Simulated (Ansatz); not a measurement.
**How the smearing shapes the phonons of Ti2O (P-3m1)**

Does Ti2O (P-3m1) have a Kohn anomaly or a soft branch that a wide smearing hides? The first relaxation steps of the session are not shown, so no cell shown is the starting entry, unless a step says so.

Program: Ansatz 0.2.0. Level of theory: DFT PBEsol, scalar-relativistic, plane waves, PAW; PAW set soft_1. Results are calculated unless marked as measured.

### 1. The cell after earlier relaxation steps

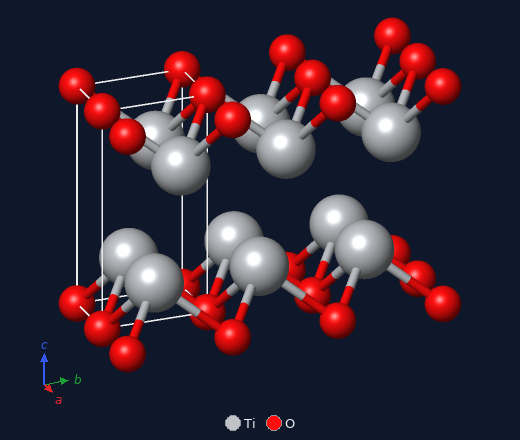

The cell as given, slightly off an axis (titanium light grey, oxygen red). 2×3×1 cells are drawn. Bonds to atoms that aren't drawn are left out. Some periodic images of atoms are drawn too.

### 2. Relaxing tightly for phonons

Residual forces and stress shift phonon frequencies, so the cell is relaxed again, with tight thresholds and the mesh and smearing of this input. Earlier relaxation steps are not shown.

input.yaml reads:

```yaml
crystal:
  lattice:
    - [2.9527736952, 0.0, 0.0]
    - [-1.4763868476, 2.5571770317, 0.0]
    - [0.0, 0.0, 4.723362607]
  atoms:
    - { symbol: Ti, position: [0.6666666667, 0.3333333333, 0.2628353137] }
    - { symbol: Ti, position: [0.3333333333, 0.6666666667, 0.7371646863] }
    - { symbol: O, position: [0.0, 0.0, 0.0] }
kpoints:
  mp_grid: { grid: [12, 12, 6] }
hamiltonian:
  xc: pbesol
  pseudopotentials: { kind: paw, azcp: { folder: soft_1 }, xc_functional: pbe }
scf:
  occupations: { method: methfessel_paxton, width: 0.2 }
output:
  forces: true
  stress: true
  eigenvalues: true
relax:
  adjacent_minimum: "off"
  f_tol: 0.001
  max_steps: 60
  cell: { stress_tol: 0.01 }
```

On the command line:

```bash
> ansatz run input.yaml --threads 4 --pin off --max-ram 12288MiB --backend cpu --events-out ev --progress --plain --runs-dir out
```

Numbers of over 12 decimals in the logs are rounded to 6 here.

The program printed:

```text
[the first part of the log is left out]
  E_paw        = -2191.027888  (= ΣΔE_a)
  E_vpaw       = -389.157443  (= ΣTr[D̂ρ^β])
  E_aug_tail   = 0.000579  (compensation charges beyond the density's cutoff)
  E_ewald      = -2798.693241
  E_core_change = 0.314057  (= ΣΔE_core)
  E_smearing   = 0.001360  (= −TS)
  E_closure    = -0.000000  (closes the sum)
  Σ components = -5511.831705   (vs F -5511.831705, Δ=0.00e0)
--- Forces (eV/Å), atoms counted from 1 ---
  atom   1  Ti    -0.00000000    -0.00000000    -0.00078522
  atom   2  Ti     0.00000000     0.00000000     0.00078522
  atom   3  O     -0.00000000     0.00000000     0.00000000
  max |Σ_I F_I| component: 1.16e-18 eV/Å
--- Stress (GPa, compression-positive) ---
       -0.004447      -0.000000       0.000000
       -0.000000      -0.004447       0.000000
        0.000000       0.000000      -0.003356
  P = ⅓ Tr σ = -0.0041 GPa (-0.041 kbar)
--- Band table (eV; the first three rows and the last of 100) ---
  k-point 0: bands = ["-41.4611", "-41.3219", "-18.2685", "-17.5705", "-17.5705", "-17.4810", "-17.4810", "-17.4555", "-5.7526", "7.5646", "9.1060", "9.1060", "11.8110", "15.4487", "15.6602", "16.0364", "16.0364", "16.5095", "16.5095"]
  k-point 1: bands = ["-41.4525", "-41.3308", "-18.2170", "-17.5658", "-17.5658", "-17.5133", "-17.4857", "-17.4857", "-5.7367", "7.4588", "9.0889", "9.0889", "12.1285", "15.0089", "15.9033", "15.9033", "16.1058", "16.5159", "16.5159"]
  k-point 2: bands = ["-41.4295", "-41.3542", "-18.0744", "-17.6683", "-17.5542", "-17.5542", "-17.4972", "-17.4972", "-5.7047", "7.2692", "9.0555", "9.0555", "12.9074", "14.4831", "15.6488", "15.6488", "16.5489", "17.0098", "17.0098"]
  k-point 99: bands = ["-41.3063", "-41.3063", "-18.0218", "-18.0218", "-17.9453", "-17.9070", "-17.5620", "-17.5620", "-5.2777", "7.6169", "7.6169", "8.3990", "14.1968", "14.7267", "14.7267", "16.5499", "16.5499", "16.7923", "18.3836"]
--- Relaxed structure (3 steps of the walk, 3 accepted, 1 SCFs on fresh bases) ---
  F+E_penalty+E_count = -5511.83170474 eV   max|allowed force component| = 7.852e-4 eV/Å   (the final SCF, on the basis selected at the relaxed cell)
  cell:  # Å, volume = 35.6597 Å³
    - [2.952502, 0, 0]
    - [-1.476251, 2.556942, 0]
    - [0, 0, 4.723528]
  atoms:
    - { symbol: Ti, position: [0.666667, 0.333333, 0.262822] }
    - { symbol: Ti, position: [0.333333, 0.666667, 0.737178] }
    - { symbol: O, position: [0, 0, 0] }
```

Wall time 4.5 s (4 threads of Arm Neoverse V1, shared host); peak memory 0.38 GiB; 16 s of CPU time.

This run has no spin polarisation, although Ti can carry a moment.

Little changed from the start: no atom moved by 0.005 Å and no cell edge by 0.1 %.

This step gave:

* pressure: -0.004083 GPa
* volume per atom: 11.89 Å³/atom
* metallic on mesh: yes
* gap on the k-mesh: 0 eV

The largest force is now 7.9e-4 eV/Å and the largest stress component 0.0044 GPa, small enough for phonons.

### 3. Phonons along a line: Fermi–Dirac smearing of 0.1 eV

Each wavevector is solved by itself, so no interpolation smooths a dip of the branch.

input.yaml reads:

```yaml
crystal:
  lattice:
    - [2.9525024356, 0.0, 0.0]
    - [-1.4762512178, 2.556942114, 0.0]
    - [0.0, 0.0, 4.723528279]
  atoms:
    - { symbol: Ti, position: [0.6666666667, 0.3333333333, 0.262821967] }
    - { symbol: Ti, position: [0.3333333333, 0.6666666667, 0.737178033] }
    - { symbol: O, position: [0.0, 0.0, 0.0] }
kpoints:
  mp_grid: { grid: [18, 18, 9] }
hamiltonian:
  xc: pbesol
  pseudopotentials: { kind: paw, azcp: { folder: soft_1 }, xc_functional: pbe }
scf:
  occupations: { method: fermi_dirac, width: 0.1 }
output:
  eigenvalues: true
phonons:
  method: dfpt
  qpoints:
    - [0, 0, 0]
    - [0.166666667, 0.0, 0.0]
    - [0.333333333, 0.0, 0.0]
    - [0.5, 0.0, 0.0]
```

The program printed:

```text
The run solves and reports these wavevectors of phonons.qpoints, in the list's order, at another value: [0.166666667, 0.0, 0.0] as [0.166667, 0.0, 0.0], [0.333333333, 0.0, 0.0] as [0.333333, 0.0, 0.0].
[...]
Crystal: 3 atoms, lattice volume = 35.660 Å³
Basis set: ecut = 420 eV, 687 PW (Γ), exchange–correlation on 40×40×64 points (8 copies of the dense FFT grid, shifted against one another)
Bands: 19, of which v1, the nominal top of the filled ones, is band 15 counted from 1 (14 counted from 0)
Symmetry: 12 space group operations
k-points: 293 of 2916
[...]
SCF iter   1: F=—  HF=-5515.784985 eV  |F-HF|=—  |Δ(HF+E_count)|=         —  Δρ=1.79e-1  dr2=2.05e1  ethr=3.10e-3  ⟨swp⟩=3.5  Hψ=21069  notcnv=0
[...]
SCF iter   2: F=—  HF=-5513.777141 eV  |F-HF|=—  |Δ(HF+E_count)|=    2.01e0  Δρ=1.06e-1  dr2=9.03e0  ethr=3.10e-3  ⟨swp⟩=4.2  Hψ=37119  notcnv=0
automatic band count: the SCF goes on with 23 bands, as 19 were too few: they end inside the smearing window of the response
SCF iter   3: F=—  HF=-5511.973536 eV  |F-HF|=—  |Δ(HF+E_count)|=    1.80e0  Δρ=3.59e-2  dr2=4.62e-1  ethr=3.10e-3  ⟨swp⟩=3.3  Hψ=15839  notcnv=0  defer=11
[...]
SCF iter  10: F=-5511.849739 eV  HF=-5511.849739 eV  |F-HF|=5.46e-12  |Δ(HF+E_count)|=  4.07e-10  Δρ=1.30e-7  dr2=4.79e-12  ethr=1.00e-12  ⟨swp⟩=4.2  Hψ=28863  notcnv=0
SCF 1 converged in 10 iterations: F = -5511.849739 eV  dr2 = 4.79e-12
[...]
NSCF: frozen V_eff on 293 k-points
[...]
DFPT response loops at q = (0, 0, 0) (fractional): preconditioner auto → Kerker (q_TF=auto, 2.651 Å⁻¹) (partly filled bands, converged f_vac=0.000); β = 1.00, the filter's whole step (`scf.mixing.beta` (0.50) is not read by the response loops under this deck's `scf.mixing.preconditioner`; to damp them name `kerker` or `kerker_dos`, under which they read `scf.mixing.beta`, and type it under 1.00, their step now; both keys bind the ground state too); Broyden in place of MSR1
[...]
SCF converged after 10 iterations
Free energy (F): -5511.849739 eV
[...]
Internal energy: -5511.811749 eV  (E = F + TS)
E sigma→0 (E₀):  -5511.830744 eV
Entropy (-TS):   -0.037990 eV (-12.663 meV/atom)
Fermi energy:    15.459068 eV
[...]
--- Band table (eV; the first three rows and the last of 293) ---
  k-point 0: bands = [... 11 lower, 9.1089, 11.8097, 15.4504, 15.6628, 16.0379, 16.0379, 16.5121, 16.5121, ... 4 higher]
  k-point 1: bands = [... 11 lower, 9.1009, 11.9553, 15.1807, 15.9370, 15.9830, 15.9830, 16.4571, 16.4571, ... 4 higher]
  k-point 2: bands = [... 11 lower, 9.0809, 12.3523, 14.8401, 15.8126, 15.8126, 16.2716, 16.6417, 16.6417, ... 4 higher]
  k-point 292: bands = [... 11 lower, 8.4037, 14.1768, 14.7066, 14.7066, 16.5738, 16.5738, 16.8238, 18.3784, ... 4 higher]
--- Phonons (Γ-DFPT): 4 representative perturbations + reference (Σ response iterations 12) ---
  ASR residual: 4.527e-4 → 0.000e0 eV/Å²; symmetrization residual: 8.251e-7 eV/Å²
  ASR residual per site (eV/Å²): 4.53e-4 4.53e-4 3.46e-5
  Γ frequencies (cm⁻¹): 0.00 0.00 0.00 160.60 160.60 297.55 443.56 443.56 504.88
  non-analytic LO–TO correction: not included (Born effective charges unavailable; polar crystals: no LO–TO splitting at Γ)
--- Phonons (arbitrary-q DFPT): 4 explicit q-points ---
  q = [0, 0, 0] (of the zone-centre solve; hermiticity 1.28e-7, symmetrization 3.33e-14): -0.00 -0.00 0.00 160.60 160.60 297.55 443.56 443.56 504.88
  q = [0.166667, 0, 0] (4 solved perturbations in 8910 linear systems a pass and spin channel, the states on 2916 of 2916 k-point pairs; hermiticity 2.91e-7, symmetrization 3.41e-8): 98.40 105.63 169.91 184.73 207.75 290.73 440.05 441.77 488.59
[...]
sum rule: each row above includes the acoustic sum rule's correction from the zone centre's row sums; it moved no ω² by more than (1.60 cm⁻¹)²
```

Wall time 7.4 min (4 threads); peak memory 5.6 GiB.

Each wavevector solved by linear response. The frequency by |q| along the line; 7 of 9 lines:

| \|q\| along the line (Å⁻¹) | mode 1 (cm⁻¹) | mode 2 (cm⁻¹) | mode 3 (cm⁻¹) | mode 4 (cm⁻¹) | mode 5 (cm⁻¹) | mode 6 (cm⁻¹) | mode 7 (cm⁻¹) |
| --- | --- | --- | --- | --- | --- | --- | --- |
| 0.000 | 0 | 0 | 0 | 161 | 161 | 298 | 444 |
| 0.410 | 98.4 | 106 | 170 | 185 | 208 | 291 | 440 |
| 0.819 | 184 | 184 | 229 | 257 | 277 | 308 | 436 |
| 1.229 | 213 | 223 | 250 | 255 | 309 | 354 | 433 |

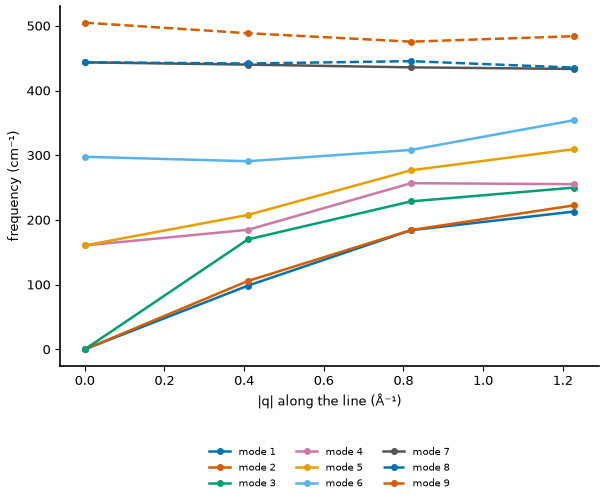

Frequency against |q| along the line.

### 4. Phonons along a line: Fermi–Dirac smearing of 0.25 eV

The smearing blurs the Fermi surface that screens the phonons; a Fermi–Dirac width is an electronic temperature.

Changes to input.yaml since step 3:

```diff
@@ -15,3 +15,3 @@
 scf:
-  occupations: { method: fermi_dirac, width: 0.1 }
+  occupations: { method: fermi_dirac, width: 0.25 }
 output:
```

Wider smearing eases the sum over k-points of a metal but moves the result away from its zero-temperature value.

The program printed:

```text
band count auto-derived: 21 (N_el = 30.0; filled up to band 15; 19 by the electrons, moments and atoms)
[...]
Crystal: 3 atoms, lattice volume = 35.660 Å³
Basis set: ecut = 420 eV, 687 PW (Γ), exchange–correlation on 40×40×64 points (8 copies of the dense FFT grid, shifted against one another)
Bands: 21, of which v1, the nominal top of the filled ones, is band 15 counted from 1 (14 counted from 0)
Symmetry: 12 space group operations
k-points: 293 of 2916
[...]
SCF iter   1: F=—  HF=-5515.882362 eV  |F-HF|=—  |Δ(HF+E_count)|=         —  Δρ=1.80e-1  dr2=2.05e1  ethr=3.10e-3  ⟨swp⟩=5.0  Hψ=52687  notcnv=0
[...]
SCF iter  10: F=-5511.977009 eV  HF=-5511.977009 eV  |F-HF|=3.64e-12  |Δ(HF+E_count)|=  4.35e-10  Δρ=1.48e-7  dr2=5.79e-12  ethr=1.00e-12  ⟨swp⟩=4.2  Hψ=29933  notcnv=0
SCF 1 converged in 10 iterations: F = -5511.977009 eV  dr2 = 5.79e-12
[...]
SCF converged after 10 iterations
Free energy (F): -5511.977009 eV
[...]
Internal energy: -5511.626947 eV  (E = F + TS)
E sigma→0 (E₀):  -5511.801978 eV
Entropy (-TS):   -0.350062 eV (-116.687 meV/atom)
Fermi energy:    15.478843 eV
[...]
--- Band table (eV; the first three rows and the last of 293) ---
  k-point 0: bands = [... 11 lower, 9.1347, 11.7935, 15.4640, 15.6856, 16.0577, 16.0577, 16.5374, 16.5374, ... 8 higher]
  k-point 1: bands = [... 11 lower, 9.1266, 11.9399, 15.1954, 15.9581, 16.0033, 16.0033, 16.4797, 16.4797, ... 8 higher]
  k-point 2: bands = [... 11 lower, 9.1066, 12.3389, 14.8522, 15.8330, 15.8330, 16.2934, 16.6640, 16.6640, ... 8 higher]
  k-point 292: bands = [... 11 lower, 8.4251, 14.1796, 14.7072, 14.7072, 16.5963, 16.5963, 16.8472, 18.4045, ... 8 higher]
[...]
ASR residual: 1.877e-3 → 0.000e0 eV/Å²; symmetrization residual: 2.401e-6 eV/Å²
  ASR residual per site (eV/Å²): 1.88e-3 1.88e-3 1.69e-4
  Γ frequencies (cm⁻¹): 0.00 0.00 0.00 158.08 158.08 305.29 436.36 436.36 500.74
[...]
--- Phonons (arbitrary-q DFPT): 4 explicit q-points ---
[...]
```

Run time: 9.5 min. Hardware: 4 threads; peak memory 5.7 GiB.

Each wavevector solved by linear response. Table of frequency by |q| along the line; 7 of 9 lines:

| \|q\| along the line (Å⁻¹) | mode 1 (cm⁻¹) | mode 2 (cm⁻¹) | mode 3 (cm⁻¹) | mode 4 (cm⁻¹) | mode 5 (cm⁻¹) | mode 6 (cm⁻¹) | mode 7 (cm⁻¹) |
| --- | --- | --- | --- | --- | --- | --- | --- |
| 0.000 | 0 | 0 | 0 | 158 | 158 | 305 | 436 |
| 0.410 | 94.3 | 104 | 168 | 180 | 202 | 293 | 434 |
| 0.819 | 180 | 182 | 222 | 251 | 269 | 298 | 431 |
| 1.229 | 210 | 219 | 242 | 243 | 298 | 339 | 431 |

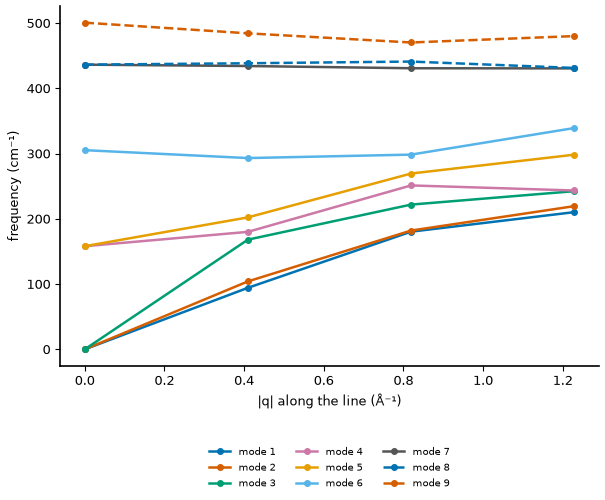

Frequency against |q| along the line.

Against step 3 (now smearing width 0.25 eV), the free energy moves by -42.4 meV an atom.

### 5. Phonons along a line: Fermi–Dirac smearing of 0.04 eV

The smearing blurs the Fermi surface that screens the phonons; a Fermi–Dirac width is an electronic temperature.

Changes to input.yaml since step 4:

```diff
@@ -15,3 +15,3 @@
 scf:
-  occupations: { method: fermi_dirac, width: 0.25 }
+  occupations: { method: fermi_dirac, width: 0.04 }
 output:
```

Narrower smearing comes nearer the zero-temperature value but asks more of the mesh.

The program printed:

```text
[...]
Crystal: 3 atoms, lattice volume = 35.660 Å³
Basis set: ecut = 420 eV, 687 PW (Γ), exchange–correlation on 40×40×64 points (8 copies of the dense FFT grid, shifted against one another)
Bands: 19, of which v1, the nominal top of the filled ones, is band 15 counted from 1 (14 counted from 0)
Symmetry: 12 space group operations
k-points: 293 of 2916
[...]
SCF iter   1: F=—  HF=-5515.771862 eV  |F-HF|=—  |Δ(HF+E_count)|=         —  Δρ=1.79e-1  dr2=2.05e1  ethr=3.10e-3  ⟨swp⟩=3.5  Hψ=21185  notcnv=0
[...]
SCF iter  11: F=-5511.834686 eV  HF=-5511.834686 eV  |F-HF|=9.09e-13  |Δ(HF+E_count)|=  2.73e-12  Δρ=2.07e-8  dr2=8.27e-14  ethr=1.00e-12  ⟨swp⟩=5.2  Hψ=22133  notcnv=0
the search or the solves at the SCF's close seem to have found levels that the self-consistency loop had missed (the run counts 1). By its estimate they hold under 1e-12 electrons; where the run keeps them, the occupations were computed again with them
SCF 1 converged in 11 iterations: F = -5511.834686 eV  dr2 = 8.27e-14
[...]
SCF converged after 11 iterations
Free energy (F): -5511.834686 eV
[...]
Internal energy: -5511.829311 eV  (E = F + TS)
E sigma→0 (E₀):  -5511.831999 eV
Entropy (-TS):   -0.005375 eV (-1.792 meV/atom)
Fermi energy:    15.465342 eV
[...]
--- Band table (eV; the first three rows and the last of 293) ---
  k-point 0: bands = [... 11 lower, 9.1067, 11.8113, 15.4491, 15.6604, 16.0363, 16.0363, 16.5096, 16.5096]
  k-point 1: bands = [... 11 lower, 9.0987, 11.9567, 15.1792, 15.9349, 15.9814, 15.9814, 16.4549, 16.4549]
  k-point 2: bands = [... 11 lower, 9.0787, 12.3536, 14.8389, 15.8110, 15.8110, 16.2695, 16.6396, 16.6396]
  k-point 292: bands = [... 11 lower, 8.4020, 14.1766, 14.7066, 14.7066, 16.5717, 16.5717, 16.8218, 18.3759]
[...]
ASR residual: 2.284e-4 → 0.000e0 eV/Å²; symmetrization residual: 1.588e-6 eV/Å²
  ASR residual per site (eV/Å²): 2.28e-4 2.28e-4 4.38e-5
  Γ frequencies (cm⁻¹): 0.00 0.00 0.00 163.71 163.71 296.65 444.51 444.51 505.53
[...]
--- Phonons (arbitrary-q DFPT): 4 explicit q-points ---
[...]
```

The job ended after 6.8 min (4 threads; peak memory 5.2 GiB; 26 min of CPU time).

Each wavevector solved by linear response. Table of frequency by |q| along the line; 7 of 9 lines:

| \|q\| along the line (Å⁻¹) | mode 1 (cm⁻¹) | mode 2 (cm⁻¹) | mode 3 (cm⁻¹) | mode 4 (cm⁻¹) | mode 5 (cm⁻¹) | mode 6 (cm⁻¹) | mode 7 (cm⁻¹) |
| --- | --- | --- | --- | --- | --- | --- | --- |
| 0.000 | 0 | 0 | 0 | 164 | 164 | 297 | 445 |
| 0.410 | 98.9 | 106 | 170 | 187 | 208 | 290 | 441 |
| 0.819 | 184 | 185 | 230 | 258 | 277 | 310 | 437 |
| 1.229 | 213 | 224 | 251 | 257 | 311 | 357 | 434 |

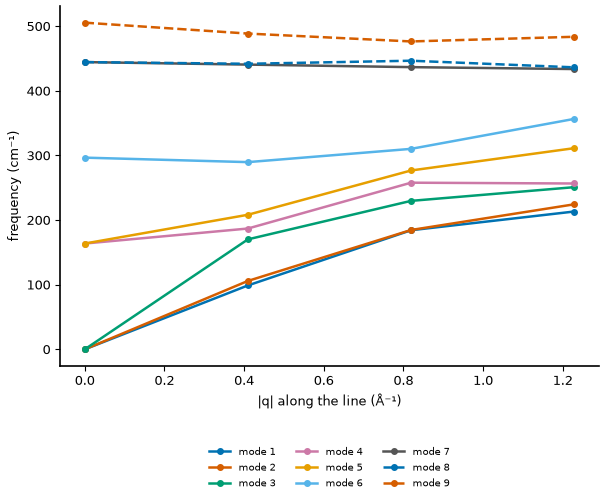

Frequency against |q| along the line.

Against step 3 (now smearing width 0.04 eV), the free energy moves by +5.0 meV an atom.

(Continued in part 2 of 2.)

[Logs are printed without paths, hosts, clocks, repeated set-up lines and the standing remarks that a program may print on its own settings, such as how far it seeks lower states.]

[Hosts, paths, dates, database ids (printed as entryN), source tags and the programs' standing remarks are cut or masked in the printed files.]
